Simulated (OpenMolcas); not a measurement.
Run report: C₂H₂FSi, energy and gradient calculation (part 2 of 2)

The same run, continued: C₂H₂FSi, multiplicity 2; HF/STO-3G, UHF (OpenMolcas 26.06). The geometry comes from this level: PBE0-D4/def2-TZVP.

Geometry of the input (Å):
```
C  0.1181  -0.6800  -1.6057
C  0.1204  -0.2137  -0.4901
Si 0.3383  0.4667  1.1688
F  -0.4780  -0.4123  2.2268
H  0.1003  -1.0892  -2.5903
H  -0.1571  1.8644  1.2443
```

### The program's output, continued
```
    5   -5.9843    1.0000         12 SI3    1s     ( 1.038),

    6   -4.0188    1.0000         14 SI3    2px    ( 0.956),

    7   -4.0046    1.0000         18 SI3    2pz    ( 0.936),

    8   -4.0036    1.0000         16 SI3    2py    ( 0.958),

    9   -1.4444    1.0000         21 F4     1s     ( 0.962),

   10   -0.9411    1.0000          2 C1     1s     ( 0.593),     7 C2     1s     ( 0.390),

   11   -0.7133    1.0000         13 SI3    1s     ( 0.567),

   12   -0.6332    1.0000          5 C1     2pz    (-0.438),    13 SI3    1s     ( 0.368),    25 H5     1s     ( 0.376),

   13   -0.5091    1.0000         10 C2     2pz    (-0.277),    17 SI3    2py    ( 0.288),    23 F4     2py    ( 0.528),    24 F4     2pz    ( 0.321),
                                  26 H6     1s     ( 0.279),

   14   -0.4978    1.0000         22 F4     2px    ( 0.828),

   15   -0.4551    1.0000         24 F4     2pz    ( 0.708),

   16   -0.4019    1.0000         23 F4     2py    ( 0.652),    24 F4     2pz    ( 0.373),    26 H6     1s     (-0.412),

   17   -0.3575    1.0000          3 C1     2px    (-0.688),     8 C2     2px    (-0.417),

   18   -0.3409    1.0000          4 C1     2py    ( 0.665),     9 C2     2py    ( 0.422),

   19   -0.2453    1.0000         13 SI3    1s     (-0.484),    15 SI3    2px    (-0.708),    22 F4     2px    ( 0.408),

   20    0.3633    0.0000          4 C1     2py    (-0.559),     9 C2     2py    ( 0.628),    17 SI3    2py    ( 0.420),

   21    0.3964    0.0000          3 C1     2px    (-0.591),     8 C2     2px    ( 0.765),    13 SI3    1s     (-0.398),    26 H6     1s     ( 0.456),

   22    0.5114    0.0000          2 C1     1s     (-0.711),     7 C2     1s     ( 1.036),    13 SI3    1s     (-0.729),    19 SI3    2pz    ( 0.651),

   23    0.5722    0.0000          8 C2     2px    (-0.528),    13 SI3    1s     (-0.412),    15 SI3    2px    ( 0.603),    19 SI3    2pz    (-0.701),
                                  21 F4     1s     ( 0.362),    23 F4     2py    ( 0.353),    26 H6     1s     ( 0.459),

   24    0.5991    0.0000          9 C2     2py    ( 0.546),    17 SI3    2py    (-1.009),    26 H6     1s     ( 0.725),

   25    0.6681    0.0000          2 C1     1s     (-1.005),    10 C2     2pz    (-0.608),    25 H5     1s     ( 1.064),

--

      All orbitals with orbital energies smaller than  E(LUMO)+0.5 are printed

++    Molecular orbitals:
      -------------------

      Title: UHF orbitals (beta)

      Molecular orbitals for symmetry species 1: a

      Basis set list:
        1 C1     1s                 10 C2     2pz                19 SI3    2pz
        2 C1     1s                 11 SI3    1s                 20 F4     1s
        3 C1     2px                12 SI3    1s                 21 F4     1s
        4 C1     2py                13 SI3    1s                 22 F4     2px
        5 C1     2pz                14 SI3    2px                23 F4     2py
        6 C2     1s                 15 SI3    2px                24 F4     2pz
        7 C2     1s                 16 SI3    2py                25 H5     1s
        8 C2     2px                17 SI3    2py                26 H6     1s
        9 C2     2py                18 SI3    2pz

  Index Energy  Occupation Coefficients ...

    1  -67.9821    1.0000         11 SI3    1s     ( 0.994),

    2  -25.8349    1.0000         20 F4     1s     ( 0.995),

    3  -10.9600    1.0000          1 C1     1s     ( 0.990),

    4  -10.9430    1.0000          6 C2     1s     ( 0.989),

    5   -5.9684    1.0000         12 SI3    1s     ( 1.038),

    6   -3.9978    1.0000         16 SI3    2py    ( 0.670),    18 SI3    2pz    (-0.677),

    7   -3.9960    1.0000         16 SI3    2py    ( 0.708),    18 SI3    2pz    ( 0.659),

    8   -3.9820    1.0000         14 SI3    2px    ( 0.945),

    9   -1.4317    1.0000         21 F4     1s     ( 0.964),

   10   -0.9329    1.0000          2 C1     1s     ( 0.403),     7 C2     1s     ( 0.585),

   11   -0.6833    1.0000          2 C1     1s     ( 0.354),     5 C1     2pz    (-0.198),     7 C2     1s     (-0.278),    10 C2     2pz    (-0.238),
                                  13 SI3    1s     (-0.359),    25 H5     1s     ( 0.356),

   12   -0.6105    1.0000          5 C1     2pz    (-0.356),    10 C2     2pz    ( 0.224),    13 SI3    1s     ( 0.413),    25 H5     1s     ( 0.364),
                                  26 H6     1s     ( 0.212),

   13   -0.5039    1.0000         10 C2     2pz    (-0.318),    23 F4     2py    ( 0.582),

   14   -0.4607    1.0000         24 F4     2pz    ( 0.641),

   15   -0.4339    1.0000         22 F4     2px    ( 0.816),    24 F4     2pz    ( 0.438),

   16   -0.3994    1.0000         23 F4     2py    ( 0.666),    26 H6     1s     (-0.428),

   17   -0.3408    1.0000          3 C1     2px    ( 0.434),     8 C2     2px    ( 0.742),

   18   -0.3326    1.0000          4 C1     2py    ( 0.423),     9 C2     2py    ( 0.670),

   19    0.2029    0.0000         13 SI3    1s     (-0.635),    15 SI3    2px    (-0.711),

   20    0.3893    0.0000          4 C1     2py    (-0.777),     9 C2     2py    ( 0.539),

   21    0.4242    0.0000          3 C1     2px    (-0.811),     8 C2     2px    ( 0.612),    13 SI3    1s     (-0.463),

   22    0.5193    0.0000          2 C1     1s     (-0.641),     7 C2     1s     ( 0.955),    13 SI3    1s     (-0.726),    15 SI3    2px    ( 0.535),
                                  19 SI3    2pz    ( 0.640),

   23    0.5927    0.0000         15 SI3    2px    ( 0.600),    19 SI3    2pz    (-0.795),    26 H6     1s     ( 0.399),

   24    0.6282    0.0000         17 SI3    2py    ( 1.063),    26 H6     1s     (-0.779),

   25    0.6941    0.0000          2 C1     1s     (-1.065),    10 C2     2pz    (-0.575),    25 H5     1s     ( 1.061),

--

++    Molecular charges:
      ------------------

      Mulliken charges per centre and basis function type
      ---------------------------------------------------

                            C1                      C2                      SI3                     F4                      H5                      H6
                     alpha        beta       alpha        beta       alpha        beta       alpha        beta       alpha        beta       alpha        beta
      1s           1.6186      1.5019      1.5707      1.6684      2.7163      2.4873      1.9789      1.9774      0.4165      0.4881      0.5941      0.5630
      2px          0.7079      0.2897      0.3076      0.6783      1.6873      1.1009      0.9403      0.8547      0.0000      0.0000      0.0000      0.0000
      2pz          0.5539      0.4573      0.4759      0.5704      1.3175      1.2474      0.8658      0.8827      0.0000      0.0000      0.0000      0.0000
      2py          0.6466      0.3508      0.3590      0.6449      1.3392      1.3226      0.9037      0.9142      0.0000      0.0000      0.0000      0.0000
      Total        3.5271      2.5997      2.7132      3.5620      7.0604      6.1582      4.6887      4.6290      0.4165      0.4881      0.5941      0.5630
      Total              6.1268                  6.2752                 13.2186                  9.3178                  0.9046                  1.1571

      Charge           -0.1268                 -0.2752                  0.7814                 -0.3178                  0.0954                 -0.1571

      Total electronic charge=   37.000000

      Total            charge=   -0.000000
--

++    Molecular orbitals:
      -------------------

      Title: Natural orbitals

      Molecular orbitals for symmetry species 1: a

      Basis set list:
        1 C1     1s                 10 C2     2pz                19 SI3    2pz
        2 C1     1s                 11 SI3    1s                 20 F4     1s
        3 C1     2px                12 SI3    1s                 21 F4     1s
        4 C1     2py                13 SI3    1s                 22 F4     2px
        5 C1     2pz                14 SI3    2px                23 F4     2py
        6 C2     1s                 15 SI3    2px                24 F4     2pz
        7 C2     1s                 16 SI3    2py                25 H5     1s
        8 C2     2px                17 SI3    2py                26 H6     1s
        9 C2     2py                18 SI3    2pz

  Index Energy  Occupation Coefficients ...

    1  -67.9865    2.0000         11 SI3    1s     ( 0.994),

    2  -25.8361    2.0000         20 F4     1s     ( 0.995),

    3  -10.9667    2.0000          1 C1     1s     ( 0.997),

    4  -10.9289    2.0000          6 C2     1s     ( 0.997),

    5   -5.9706    2.0000         12 SI3    1s     (-1.041),

    6   -3.9875    2.0000         14 SI3    2px    (-0.952),

    7   -3.9987    2.0000         18 SI3    2pz    ( 0.938),

    8   -3.9336    2.0000         16 SI3    2py    (-0.965),

    9   -1.4267    2.0000         21 F4     1s     (-0.966),

   10   -0.5521    2.0000         13 SI3    1s     ( 0.497),    21 F4     1s     (-0.278),    22 F4     2px    ( 0.394),    24 F4     2pz    (-0.511),
                                  26 H6     1s     ( 0.337),

   11   -0.4439    2.0000         17 SI3    2py    ( 0.286),    22 F4     2px    (-0.484),    23 F4     2py    (-0.564),    26 H6     1s     ( 0.403),

   12   -0.6066    2.0000         23 F4     2py    (-0.612),    24 F4     2pz    (-0.454),

   13   -0.5966    1.9996          5 C1     2pz    (-0.488),    10 C2     2pz    ( 0.383),    25 H5     1s     ( 0.378),

   14   -0.4565    1.9992         22 F4     2px    ( 0.642),    23 F4     2py    (-0.392),    24 F4     2pz    ( 0.572),

   15   -0.6229    1.9985          2 C1     1s     ( 0.376),     7 C2     1s     (-0.427),    10 C2     2pz    (-0.368),    19 SI3    2pz    ( 0.229),
                                  25 H5     1s     ( 0.256),

   16   -0.8983    1.9969          2 C1     1s     ( 0.484),     7 C2     1s     ( 0.526),

   17   -0.3214    1.9479          4 C1     2py    ( 0.566),     9 C2     2py    ( 0.561),

   18   -0.3269    1.9339          3 C1     2px    (-0.589),     8 C2     2px    (-0.602),

   19   -0.0269    1.0000         13 SI3    1s     (-0.588),    15 SI3    2px    (-0.751),

   20    0.4064    0.0661          3 C1     2px    (-0.810),     8 C2     2px    ( 0.841),

   21    0.3885    0.0521          4 C1     2py    (-0.771),     9 C2     2py    ( 0.756),

   22    0.6190    0.0031          2 C1     1s     (-1.331),     7 C2     1s     ( 1.224),

   23    0.6565    0.0015          2 C1     1s     ( 0.716),     5 C1     2pz    (-0.406),     7 C2     1s     ( 0.514),    10 C2     2pz    ( 0.677),
                                  13 SI3    1s     (-0.545),    19 SI3    2pz    ( 0.763),    25 H5     1s     (-0.773),

   24    0.5595    0.0008         13 SI3    1s     ( 0.439),    15 SI3    2px    (-0.566),    17 SI3    2py    (-0.531),    19 SI3    2pz    ( 0.695),
                                  21 F4     1s     (-0.504),    23 F4     2py    (-0.370),    24 F4     2pz    ( 0.432),

   25    1.3402    0.0004          5 C1     2pz    ( 1.369),     7 C2     1s     (-0.853),    10 C2     2pz    ( 1.141),    25 H5     1s     ( 0.827),

   26    0.5791    0.0000         13 SI3    1s     (-0.589),    17 SI3    2py    (-0.955),    26 H6     1s     ( 1.039),

--

++    Molecular properties:
      ---------------------

      Charge (e):
                      =   -0.0000
      Dipole Moment (debye):
      Origin of the operator (angstrom)=    0.0437   -0.0647    0.6645
                   X=  1.2450E+00               Y=  5.7739E-01               Z= -1.7918E-01           Total=  1.3841E+00
      Quadrupole Moment (debye*angstrom):
      Origin of the operator (angstrom)=    0.0437   -0.0647    0.6645
                  XX= -2.5290E+01              XY=  7.4549E-02              XZ=  1.5506E+00              YY= -2.6301E+01
                  YZ=  2.0260E+00              ZZ= -2.5378E+01
      In traceless form (debye*angstrom)
                  XX=  5.4983E-01              XY=  1.1182E-01              XZ=  2.3259E+00              YY= -9.6697E-01
                  YZ=  3.0390E+00              ZZ=  4.1713E-01
--

--- Stop Module: scf /rc=_RC_ALL_IS_WELL_ ---
--- Module scf spent 1 second ---

--- Start Module: alaska ---

                                              &ALASKA

                       available to each process: 1.9 GB of memory, 1 thread

                     Threshold for contributions to the gradient: 1.000E-07

                    ********************************************
                    * Symmetry Adapted Cartesian Displacements *
                    ********************************************

           Irreducible representation : a
           Basis function(s) of irrep: x, y, xy, Rz, z, xz, Ry, yz, Rx, I

 Basis Label        Type   Center Phase
   1   C1           x         1     1
   2   C1           y         1     1
   3   C1           z         1     1
   4   C2           x         2     1
   5   C2           y         2     1
   6   C2           z         2     1
   7   SI3          x         3     1
   8   SI3          y         3     1
   9   SI3          z         3     1
  10   F4           x         4     1
  11   F4           y         4     1
  12   F4           z         4     1
  13   H5           x         5     1
  14   H5           y         5     1
  15   H5           z         5     1
  16   H6           x         6     1
  17   H6           y         6     1
  18   H6           z         6     1

                     No automatic utilization of translational and rotational invariance of the energy is employed.

 Conventional ERI gradients!

 **************************************************
 *              Molecular gradients               *
 **************************************************

  Irreducible representation: a
 ------------------------------------------------------------------------------------------
                              X                       Y                       Z
 ------------------------------------------------------------------------------------------
  C1               -6.16393402977852E-05   -1.35610302785079E-02   -3.26751180416007E-02
  C2                2.70126630470113E-03    1.04758289444165E-02    2.95069635139877E-02
  SI3              -7.53405012246411E-03   -3.53269754177816E-02    1.03801520196050E-02
  F4                1.19770495010316E-02    1.12477342202286E-02   -1.18775481199265E-02
  H5               -1.04010373111404E-04    1.86454315349804E-04    2.94767476861413E-04
  H6               -6.97861596987059E-03    2.69779882162613E-02    4.37078315105072E-03
 ------------------------------------------------------------------------------------------

--- Stop Module: alaska /rc=_RC_ALL_IS_WELL_ ---

.##################.
.# Happy landing! #.
.##################.

    Timing: Wall=2.73 User=2.29 System=0.43
```

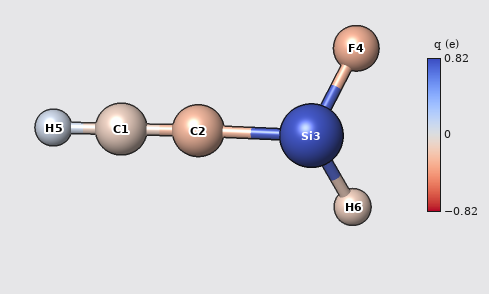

Fig. 1: Mulliken charges, as the colour of each atom (ball-and-stick view, seen on its broad side; atoms are numbered from 1 in the order of the input). By element: C −0.28 to −0.13, Si +0.78, F −0.32 and H −0.16 to +0.10 e.

### Results in brief

| quantity | value |
| --- | --- |
| outcome | converged |
| total energy | −459.504613 hartree |
| basis functions | 26 |
| largest force | 1.933 eV/Å |
| ⟨S²⟩ | 0.991 |
| dipole moment | 1.38 debye |
| hardware | 1 thread of Intel Xeon @ 2.50GHz (Skylake/Cascade Lake), 96 GiB of memory available, shared host |
| wall time | 3.3 s |
| peak memory | 0.37 GiB |

Further notes kept with the run: spin contamination. ⟨S²⟩ is 0.99 against 0.75 for a pure state: the solution is spin-contaminated.
